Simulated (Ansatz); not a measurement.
# AlH7N2OSi: molecular dynamics

Aim: follow the molecule's vibrations and see whether its bonds hold. The start is relaxed first. Runs: 500 steps of 0.5 fs at constant energy, with velocities drawn for 2000 K.

Method: RHF/STO-3G, in Ansatz 0.2.0.

## Step 1: The starting structure

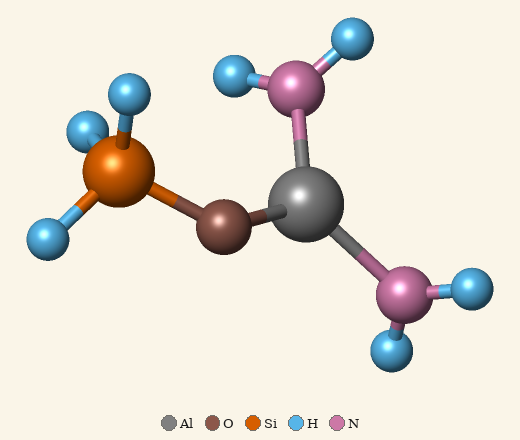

The starting structure, seen from a chosen angle (aluminium grey, oxygen brown, silicon orange, hydrogen blue, nitrogen pink).

Structure file:

```xyz
12

Al    0.0000    0.0000    0.0000
O     0.0000    0.0000    1.7800
Si   -1.3147   -0.4067    2.7436
H    -2.2390   -1.2403    1.9804
H    -0.8506   -1.1432    3.9157
H    -1.9987    0.8095    3.1733
N     1.6627    0.0000   -0.9600
H     2.1293   -0.9179   -1.2118
H     2.1141    0.9179   -1.2382
N    -1.6627    0.0000   -0.9600
H    -2.3316   -0.8164   -0.8614
H    -1.9118    0.8164   -1.5886
```

## Step 2: Preparing the start

Contents of input.yaml:

```yaml
crystal:
  periodic: [false, false, false]
  atoms:
    - { symbol: Al, position_ang: [0.0, 0.0, 0.0] }
    - { symbol: O, position_ang: [0.0, 0.0, 1.78] }
    - { symbol: Si, position_ang: [-1.3147, -0.4067, 2.7436] }
    - { symbol: H, position_ang: [-2.239, -1.2403, 1.9804] }
    - { symbol: H, position_ang: [-0.8506, -1.1432, 3.9157] }
    - { symbol: H, position_ang: [-1.9987, 0.8095, 3.1733] }
    - { symbol: "N", position_ang: [1.6627, 0.0, -0.96] }
    - { symbol: H, position_ang: [2.1293, -0.9179, -1.2118] }
    - { symbol: H, position_ang: [2.1141, 0.9179, -1.2382] }
    - { symbol: "N", position_ang: [-1.6627, 0.0, -0.96] }
    - { symbol: H, position_ang: [-2.3316, -0.8164, -0.8614] }
    - { symbol: H, position_ang: [-1.9118, 0.8164, -1.5886] }
basis:
  gaussian: { orbitals: STO-3G }
hamiltonian:
  xc: hf
relax:
  f_tol: 0.02
  max_steps: 40
```

On the command line:

```
$ ansatz run input.yaml --threads 1 --pin off --max-ram 2048MiB --backend cpu --events-out ev --progress --plain --runs-dir out
```

Log, cut to the lines that bear on the results:

```text
Warning: RAYON_NUM_THREADS=1 ignored (pool sized by the plan → 1); use --threads N
[...]
Functional definition: HF
[...]
542 factors; integrals over basis functions are off by at most 1.0e-5 eV
[...]
mean field -19321.92726459 eV, -710.0677301009 hartree, gradient 5.2e-5 eV, S^2 0.000000; 0 other end points of the search recorded, 0 dependent functions left out
[...]
reference -19321.92726459 eV, -710.0677301009 hartree; 28, 28 occupied and 12, 12 virtual orbitals, 542 factors
relax step   1: F+E_penalty+E_count = -19321.92726459 eV  Δ(F+E_penalty+E_count) = +0.000e0 eV  max|allowed force component| = 3.493e0 eV/Å  Δτ_max = 0.0000 Å  (28 SCF iters, accepted)
[...]
relax step   5: F+E_penalty+E_count = -19324.03846363 eV  Δ(F+E_penalty+E_count) = -5.712e-2 eV  max|allowed force component| = 1.345e0 eV/Å  Δτ_max = 0.1951 Å  (29 SCF iters, accepted)
[...]
relax step   9: F+E_penalty+E_count = -19324.22664845 eV  Δ(F+E_penalty+E_count) = -7.698e-3 eV  max|allowed force component| = 1.515e0 eV/Å  Δτ_max = 0.1954 Å  (29 SCF iters, accepted)
[...]
relax step  13: F+E_penalty+E_count = -19324.35526786 eV  Δ(F+E_penalty+E_count) = -8.505e-3 eV  max|allowed force component| = 5.078e-2 eV/Å  Δτ_max = 0.0633 Å  (23 SCF iters, accepted)
[...]
relax step  15: F+E_penalty+E_count = -19324.35583082 eV  Δ(F+E_penalty+E_count) = -2.188e-6 eV  max|allowed force component| = 7.184e-2 eV/Å  Δτ_max = 0.0009 Å  (25 SCF iters, accepted)
[...]
543 factors; integrals over basis functions are off by at most 6.4e-5 eV
[...]
mean field -19324.35603265 eV, -710.1569856809 hartree, gradient 1.2e-5 eV, S^2 0.000000; 1 other end points of the search recorded, 0 dependent functions left out
[...]
reference -19324.35603265 eV, -710.1569856809 hartree; 28, 28 occupied and 12, 12 virtual orbitals, 543 factors
Total energy: -19324.35603265 eV, -710.1569856809 hartree
Atom 0 at    -0.038816    -0.071786    -0.035241 Å, force     0.007894     0.010462     0.003387 eV/Å
Atom 1 at    -0.054268    -0.475677     1.559495 Å, force    -0.010776    -0.004620     0.010195 eV/Å
Atom 2 at    -1.275700    -0.604717     2.646596 Å, force     0.014835    -0.002298    -0.001727 eV/Å
Atom 3 at    -2.267250    -1.538251     2.221203 Å, force     0.000437    -0.001085    -0.002508 eV/Å
Atom 4 at    -0.755615    -1.046321     3.896166 Å, force    -0.001059    -0.000850     0.001551 eV/Å
Atom 5 at    -1.930574     0.645794     2.852337 Å, force    -0.004399     0.004053    -0.001234 eV/Å
Atom 6 at     1.464100     0.039611    -0.854766 Å, force    -0.014294    -0.005567     0.003201 eV/Å
Atom 7 at     2.372048    -0.126023    -0.434480 Å, force     0.003665     0.000230    -0.004385 eV/Å
Atom 8 at     1.585948     0.272883    -1.834243 Å, force     0.010888     0.000535    -0.003369 eV/Å
Atom 9 at    -1.500484     0.244046    -0.882190 Å, force    -0.013303    -0.000851    -0.004235 eV/Å
Atom 10 at    -2.437960     0.189691    -0.497662 Å, force     0.004006    -0.001236     0.002429 eV/Å
Atom 11 at    -1.564430     0.490049    -1.864217 Å, force     0.002105     0.001227    -0.003305 eV/Å
Dipole moment:    -0.058813     0.038730    -0.178201 e Å
```

It took 25 s on 1 thread of Arm Neoverse V1, shared host; peak memory 0.13 GiB.

Relaxation path:

| step | energy from step 1 (eV) | largest force component (eV/Å) |
| --- | --- | --- |
| 1 | 0.0000 | 3.4929 |
| 2 | -1.7451 | 1.5292 |
| 3 | -1.9563 | 1.2512 |
| 4 | -2.0541 | 0.6029 |
| 5 | -2.1112 | 1.3445 |
| 6 | -2.2020 | 0.6535 |
| 7 | -2.2411 | 0.2739 |
| 8 | -2.2917 | 0.3254 |
| 9 | -2.2994 | 1.5152 |
| 10 | -2.3833 | 0.2314 |
| 11 | -2.4135 | 0.1995 |
| 12 | -2.4195 | 0.3845 |
| 13 | -2.4280 | 0.0508 |
| 14 | -2.4286 | 0.0713 |
| 15 | -2.4286 | 0.0718 |
| 16 | -2.4288 | 0.0148 |

Step 1 is the start.

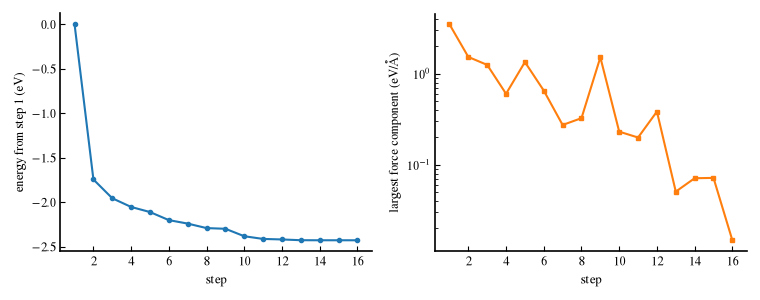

Energy and largest force along the relaxation.

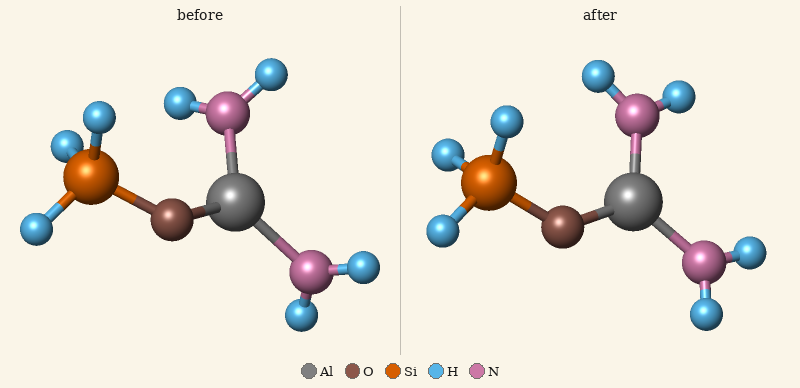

The structure before (left) and after (right), drawn at the same scale.

After: Bond lengths: Al1–O2 1.645 Å, O2–Si3 1.640 Å, Si3–H4 1.427 Å, Si3–H5 1.424 Å, Si3–H6 1.427 Å, Al1–N7 1.715 Å, N7–H8 1.014 Å, N7–H9 1.014 Å, Al1–N10 1.719 Å, N10–H11 1.015 Å, N10–H12 1.014 Å. Angles (14 of 16 angles, heavy atoms first): Al1–O2–Si3 132.0°, O2–Al1–N7 119.2°, O2–Al1–N10 121.0°, N7–Al1–N10 119.9°, O2–Si3–H4 111.8°, O2–Si3–H5 109.5°, O2–Si3–H6 111.6°, Al1–N7–H8 125.2°, Al1–N7–H9 125.6°, Al1–N10–H11 126.1°, Al1–N10–H12 125.1°, H4–Si3–H5 108.2°, H4–Si3–H6 107.3°, H5–Si3–H6 108.2°.

## Step 3: The run

500 steps of 0.5 fs at constant energy, with velocities drawn for 2000 K, from the relaxed start.

Contents of input.yaml:

```yaml
crystal:
  periodic: [false, false, false]
  atoms:
    - { symbol: Al, position_ang: [-0.038816, -0.071786, -0.035241] }
    - { symbol: O, position_ang: [-0.054268, -0.475677, 1.559495] }
    - { symbol: Si, position_ang: [-1.2757, -0.604717, 2.646596] }
    - { symbol: H, position_ang: [-2.26725, -1.538251, 2.221203] }
    - { symbol: H, position_ang: [-0.755615, -1.046321, 3.896166] }
    - { symbol: H, position_ang: [-1.930574, 0.645794, 2.852337] }
    - { symbol: "N", position_ang: [1.4641, 0.039611, -0.854766] }
    - { symbol: H, position_ang: [2.372048, -0.126023, -0.43448] }
    - { symbol: H, position_ang: [1.585948, 0.272883, -1.834243] }
    - { symbol: "N", position_ang: [-1.500484, 0.244046, -0.88219] }
    - { symbol: H, position_ang: [-2.43796, 0.189691, -0.497662] }
    - { symbol: H, position_ang: [-1.56443, 0.490049, -1.864217] }
basis:
  gaussian: { orbitals: STO-3G }
hamiltonian:
  xc: hf
md:
  timestep: 0.5
  n_steps: 500
  ensemble: nve
  temperature: 2000.0
  initial_velocities: maxwell_boltzmann
  seed: 933285
```

On the command line:

```
$ ansatz run input.yaml --threads 1 --pin off --max-ram 2048MiB --backend cpu --events-out ev --progress --plain --runs-dir out
```

Log, cut to the lines that bear on the results:

```text
Warning: RAYON_NUM_THREADS=1 ignored (pool sized by the plan → 1); use --threads N
[...]
[... 1 set-up line as earlier in the session ...]
[...]
556 factors; integrals over basis functions are off by at most 1.5e-5 eV
[...]
mean field -19324.35618792 eV, -710.1569913868 hartree, gradient 2.9e-5 eV, S^2 0.000000; 0 other end points of the search recorded, 0 dependent functions left out
[...]
reference -19324.35618792 eV, -710.1569913868 hartree; 28, 28 occupied and 12, 12 virtual orbitals, 556 factors
md step     0: t =     0.00 fs  T =  2000.0 K  F+E_penalty+E_count = -19324.35618792 eV  E_kin = 2.585200 eV  conserved = -19321.77098794 eV  (28 SCF iters)
[...]
md step    20: t =    10.00 fs  T =   600.5 K  F+E_penalty+E_count = -19322.53410710 eV  E_kin = 0.776183 eV  conserved = -19321.75792365 eV  (25 SCF iters)
[...]
md step    40: t =    20.00 fs  T =  1009.0 K  F+E_penalty+E_count = -19323.06865720 eV  E_kin = 1.304268 eV  conserved = -19321.76438912 eV  (25 SCF iters)
[...]
md step    60: t =    30.00 fs  T =   823.6 K  F+E_penalty+E_count = -19322.82329543 eV  E_kin = 1.064571 eV  conserved = -19321.75872457 eV  (24 SCF iters)
[...]
md step    80: t =    40.00 fs  T =   909.0 K  F+E_penalty+E_count = -19322.94317757 eV  E_kin = 1.174912 eV  conserved = -19321.76826519 eV  (23 SCF iters)
md step    81: t =    40.50 fs  T =   851.6 K  F+E_penalty+E_count = -19322.86681599 eV  E_kin = 1.100817 eV  conserved = -19321.76599932 eV  (23 SCF iters)
```

## Step 4: More of the same log: dynamics from the start

The log, continued, cut to the lines that bear on the results:

```text
md step    82: t =    41.00 fs  T =   759.1 K  F+E_penalty+E_count = -19322.74286552 eV  E_kin = 0.981240 eV  conserved = -19321.76162562 eV  (23 SCF iters)
[...]
md step   108: t =    54.00 fs  T =   984.3 K  F+E_penalty+E_count = -19323.02973676 eV  E_kin = 1.272300 eV  conserved = -19321.75743694 eV  (24 SCF iters)
[...]
md step   134: t =    67.00 fs  T =   940.5 K  F+E_penalty+E_count = -19322.98015346 eV  E_kin = 1.215636 eV  conserved = -19321.76451718 eV  (27 SCF iters)
[...]
md step   160: t =    80.00 fs  T =  1490.3 K  F+E_penalty+E_count = -19323.69413176 eV  E_kin = 1.926339 eV  conserved = -19321.76779285 eV  (24 SCF iters)
[...]
md step   185: t =    92.50 fs  T =  1086.7 K  F+E_penalty+E_count = -19323.16924250 eV  E_kin = 1.404676 eV  conserved = -19321.76456693 eV  (24 SCF iters)
md step   186: t =    93.00 fs  T =  1123.1 K  F+E_penalty+E_count = -19323.21459690 eV  E_kin = 1.451696 eV  conserved = -19321.76290060 eV  (24 SCF iters)
```

## Step 5: More of the same log: dynamics from the start

The log, continued, cut to the lines that bear on the results:

```text
md step   187: t =    93.50 fs  T =  1155.7 K  F+E_penalty+E_count = -19323.25596974 eV  E_kin = 1.493816 eV  conserved = -19321.76215344 eV  (24 SCF iters)
[...]
md step   207: t =   103.50 fs  T =   791.0 K  F+E_penalty+E_count = -19322.78573579 eV  E_kin = 1.022411 eV  conserved = -19321.76332429 eV  (24 SCF iters)
[...]
md step   227: t =   113.50 fs  T =   920.0 K  F+E_penalty+E_count = -19322.94810419 eV  E_kin = 1.189207 eV  conserved = -19321.75889683 eV  (24 SCF iters)
[...]
md step   247: t =   123.50 fs  T =   764.1 K  F+E_penalty+E_count = -19322.75335310 eV  E_kin = 0.987703 eV  conserved = -19321.76564970 eV  (24 SCF iters)
[...]
md step   498: t =   249.00 fs  T =   894.6 K  F+E_penalty+E_count = -19322.92033953 eV  E_kin = 1.156365 eV  conserved = -19321.76397413 eV  (24 SCF iters)
[...]
Atom 2 at    -1.246848    -0.674724     2.801925 Å, force     1.527034     1.987174     0.446209 eV/Å
Atom 3 at    -2.547611    -1.027053     2.519895 Å, force    -1.358611    -0.489850    -0.499591 eV/Å
Atom 4 at    -0.715149    -1.438827     3.816946 Å, force     0.482485    -1.717689     0.584323 eV/Å
Atom 5 at    -1.206061     0.562992     3.484144 Å, force    -0.644920     0.711989    -0.183664 eV/Å
Atom 6 at     1.347641    -0.007409    -0.958646 Å, force     3.515429    -2.422509     3.263078 eV/Å
Atom 7 at     2.272865    -0.055662    -0.461155 Å, force    -1.004287    -0.282173    -0.733778 eV/Å
Atom 8 at     1.439805     0.799699    -1.476526 Å, force     0.340848     3.240208    -2.878406 eV/Å
Atom 9 at    -1.350285     0.222894    -1.244858 Å, force     3.862351     1.280209     2.502362 eV/Å
Atom 10 at    -2.269316    -0.172864    -1.294379 Å, force    -0.712627    -0.283461    -0.325933 eV/Å
Atom 11 at    -0.956137     0.487781    -2.169663 Å, force    -1.166732    -0.700098     0.788783 eV/Å
Dipole moment:     0.073122     0.317110     0.264776 e Å
```

It took 7.3 min on 1 thread of Arm Neoverse V1, shared host; peak memory 0.087 GiB.

## Step 6: The trajectory

The trajectory, every 36 steps (energies from step 0):

| time (fs) | T (K) | potential energy change (meV/atom) | total energy change (meV/atom) |
| --- | --- | --- | --- |
| 0.0 | 2000 | 0.0 | 0.00 |
| 18.0 | 952 | 113.9 | 0.99 |
| 36.0 | 985 | 109.8 | 0.45 |
| 54.0 | 984 | 110.5 | 1.13 |
| 72.0 | 893 | 119.7 | 0.48 |
| 90.0 | 510 | 161.7 | 1.22 |
| 108.0 | 1105 | 96.9 | 0.52 |
| 126.0 | 760 | 134.4 | 0.87 |
| 144.0 | 1109 | 96.5 | 0.60 |
| 162.0 | 952 | 113.8 | 0.89 |
| 180.0 | 912 | 117.6 | 0.48 |
| 198.0 | 761 | 134.3 | 0.82 |
| 216.0 | 779 | 132.1 | 0.60 |
| 234.0 | 815 | 128.5 | 0.79 |
| 250.0 | 851 | 124.7 | 0.94 |

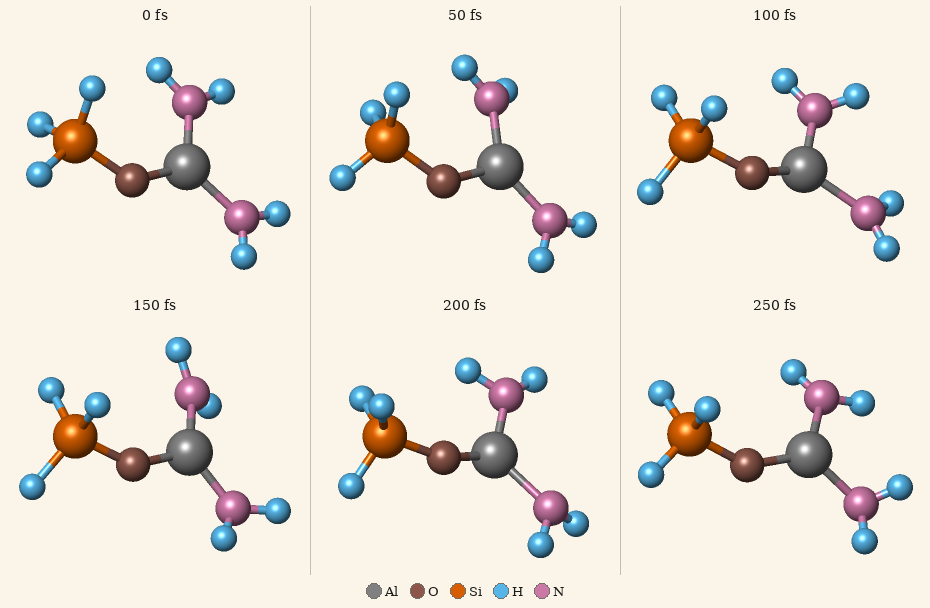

Six frames of the run, seen from a chosen angle. Sticks join atoms within a bonding distance in each frame.

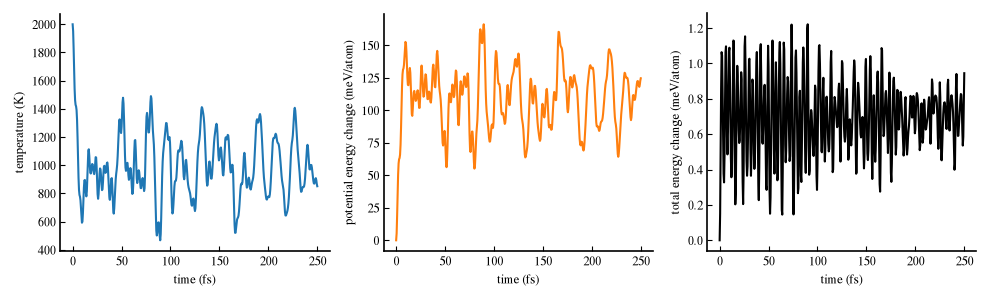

Traces against time; each panel has its own scale.

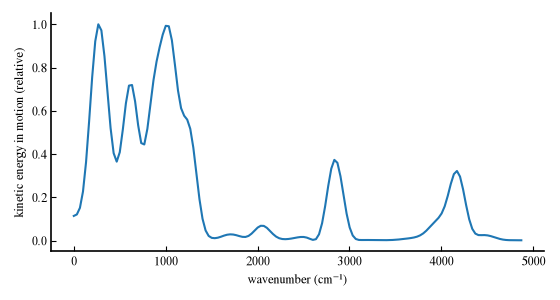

Power spectrum of the mass-weighted velocities; a run of 250 fs resolves no finer than about 270 cm⁻¹.

Maxima of the velocity power spectrum (cm⁻¹, relative height; resolution about 270 cm⁻¹): 270 (100), 630 (72), 1000 (99), 2840 (37), 4170 (32).

## Step 7: Frames from the trajectory

Extended XYZ, with forces in eV/Å:

```xyz
12
time_fs=31.0 T=881 dE=1.4567
Al   -0.052   -0.023   -0.031   -2.908    0.402   -0.884
O     0.020   -0.445    1.502   -0.067   -1.533    1.253
Si   -1.236   -0.601    2.500    0.096    1.176    6.195
H    -2.503   -1.175    2.162    0.457   -0.002   -0.597
H    -0.843   -1.144    3.876   -0.397   -0.224   -2.750
H    -1.402    0.738    3.026   -0.909   -0.223   -0.892
N     1.470   -0.012   -0.652    0.602    3.423   -3.802
H     2.111   -0.719   -0.505    2.385   -2.214    0.675
H     1.757    0.545   -1.478   -0.170   -0.858    0.928
N    -1.629    0.221   -0.800   -0.882    0.276    1.622
H    -2.531    0.176   -0.260    1.689    0.410   -0.257
H    -1.833   -0.396   -1.560    0.103   -0.635   -1.491
12
time_fs=62.5 T=984 dE=1.3218
Al    0.006   -0.037   -0.111   -1.510   -0.436    1.728
O     0.053   -0.439    1.586   -2.756   -0.378   -0.468
Si   -1.356   -0.632    2.664    2.873    2.888   -1.873
H    -2.650   -0.976    2.212   -0.062   -0.186   -0.684
H    -1.103   -1.374    3.784    0.721   -1.912    0.892
H    -1.440    0.628    3.330   -0.486    0.325   -0.526
N     1.584    0.043   -0.881   -1.972   -0.599   -3.236
H     2.410    0.175   -0.353    1.436    0.084    0.923
H     1.853   -0.131   -1.905   -0.945    0.557    2.786
N    -1.646    0.163   -0.820   -0.030    0.160    1.840
H    -2.560    0.420   -0.354    2.228   -0.725    0.061
H    -1.818    0.463   -1.757    0.503    0.222   -1.443
12
time_fs=94.0 T=1194 dE=1.0500
Al    0.052   -0.157    0.028   -3.243    1.050   -2.130
O    -0.207   -0.366    1.552    0.974   -0.165    1.995
Si   -1.288   -0.615    2.695   -1.645    0.612    0.291
H    -2.562   -1.004    2.140    0.457   -0.038    0.225
H    -0.769   -1.645    3.477    0.004   -0.719    0.905
H    -1.565    0.555    3.499    0.379   -0.459   -0.299
N     1.343    0.116   -0.962    0.782   -1.085   -4.541
H     2.294    0.346   -0.785    1.333    0.097    0.045
H     1.199   -0.142   -2.010    0.829    1.094    3.349
N    -1.349    0.204   -0.957   -2.881   -1.115    1.123
H    -2.394    0.135   -0.777    2.358   -0.369    0.304
H    -1.305    0.963   -1.596    0.652    1.099   -1.267
12
time_fs=125.0 T=675 dE=1.7245
Al    0.014   -0.069   -0.059   -5.030   -0.073    2.079
O    -0.119   -0.415    1.620    0.122    1.035   -0.702
Si   -1.298   -0.634    2.847    1.410   -2.671   -3.630
H    -2.370   -1.019    1.972   -0.617   -0.095    0.934
H    -0.826   -1.940    3.511   -0.989    2.750   -0.223
H    -1.790    0.511    3.575    0.854   -0.507    0.227
N     1.428    0.064   -0.936   -1.483    3.380   -2.288
H     2.233   -0.433   -0.807    3.684   -1.813    0.503
H     1.558    0.811   -1.659   -0.118   -1.585    1.163
N    -1.459    0.291   -1.167    0.507   -1.121    2.456
H    -2.366   -0.207   -0.969    1.157    0.706    0.388
H    -1.274   -0.040   -2.108    0.502   -0.007   -0.908
12
time_fs=156.0 T=1185 dE=1.0578
Al   -0.090    0.083   -0.079   -4.653   -0.849    0.216
O    -0.172   -0.491    1.436    0.949    1.075    0.253
Si   -1.149   -0.630    2.711   -1.309    0.622   -2.597
H    -2.383   -0.984    2.156   -1.153   -0.303    0.118
H    -0.715   -1.737    3.367    0.727   -1.271    2.086
H    -1.435    0.579    3.376    0.562    0.253    0.810
N     1.459   -0.054   -0.592    2.081    0.691   -2.869
H     2.073   -0.057    0.178    1.871   -0.274    1.249
H     1.966    0.249   -1.427   -0.346   -0.182    0.400
N    -1.567    0.120   -1.065    1.872   -0.450   -0.825
H    -2.373    0.717   -0.993   -0.465    0.516    0.441
H    -1.433   -0.050   -2.077   -0.137    0.173    0.717
12
time_fs=187.5 T=1276 dE=0.9419
Al   -0.066   -0.095   -0.134   -5.449    0.988   -1.916
O    -0.239   -0.398    1.424    0.359   -0.565    0.042
Si   -1.143   -0.639    2.704   -2.295    1.649    1.907
H    -2.546   -1.026    2.536    1.027    0.396   -0.504
H    -0.650   -1.662    3.522    0.648   -0.439    0.437
H    -1.178    0.643    3.449    0.035   -1.401   -0.500
N     1.532    0.101   -0.545    3.855   -0.821   -0.645
H     2.079   -0.123    0.313   -0.014    0.364   -1.136
H     2.118   -0.197   -1.361   -1.155    0.586    1.093
N    -1.622    0.229   -1.060    4.163   -0.923   -1.757
H    -2.475    0.544   -0.659   -1.134    0.485    0.655
H    -1.631    0.435   -2.102   -0.040   -0.320    2.326
12
time_fs=219.0 T=665 dE=1.7346
Al    0.009   -0.244   -0.108   -4.591    2.487   -0.935
O    -0.326   -0.333    1.496    0.159   -1.654   -0.535
Si   -1.231   -0.666    2.816    1.620    0.257    3.471
H    -2.599   -1.114    2.820    0.391    0.252   -0.991
H    -0.624   -1.517    3.923   -0.442    0.463   -2.545
H    -1.111    0.560    3.544   -0.877    0.210   -0.240
N     1.527    0.171   -0.795    1.744   -0.490   -0.015
H     2.479   -0.032   -0.409   -1.584    0.314   -0.519
H     1.640    0.554   -1.743   -0.166   -0.339    0.666
N    -1.519    0.390   -1.107    5.761   -0.041    0.037
H    -2.442   -0.009   -1.177   -0.613   -0.791   -0.175
H    -1.180    0.649   -2.090   -1.402   -0.668    1.781
12
time_fs=250.0 T=851 dE=1.4962
Al   -0.017    0.068    0.053   -5.120   -1.228   -2.597
O    -0.236   -0.545    1.541    0.279   -0.096   -0.367
Si   -1.247   -0.675    2.802    1.527    1.987    0.446
H    -2.548   -1.027    2.520   -1.359   -0.490   -0.500
H    -0.715   -1.439    3.817    0.482   -1.718    0.584
H    -1.206    0.563    3.484   -0.645    0.712   -0.184
N     1.348   -0.007   -0.959    3.515   -2.422    3.263
H     2.273   -0.056   -0.461   -1.004   -0.282   -0.734
H     1.440    0.800   -1.476    0.341    3.240   -2.878
N    -1.350    0.223   -1.245    3.862    1.280    2.502
H    -2.269   -0.173   -1.294   -0.713   -0.283   -0.326
H    -0.956    0.488   -2.170   -1.167   -0.700    0.789
```

## Step 8: What came out

| quantity | value |
| --- | --- |
| relaxation of the start | 15 moves, 2.429 eV lower |
| length | 500 steps of 0.5 fs |
| temperature, first and last step | 2000 and 851 K |
| temperature, second half | mean 1003 K, from 521 to 1412 K |
| potential energy, second half | +108 meV/atom from the start |
| largest change of the total energy | 1.22 meV/atom |
| bonds formed or broken | 0 |

In words: The temperature starts at 2000 K and averages 1003 K in the second half, where it ranges from 521 to 1412 K. About half is expected from a start at a minimum: kinetic energy passes into potential energy until both shares match. The total energy strays from its start by at most 1.22 meV/atom, 1.1 % of the mean kinetic energy, so a step of 0.5 fs is short enough over this time. The bonds all hold. A run of 250 fs with 12 atoms shows the motion but fixes no equilibrium value. The nuclei move classically, without zero-point motion, which matters most for hydrogen. In so small a basis the energies are only a sketch.
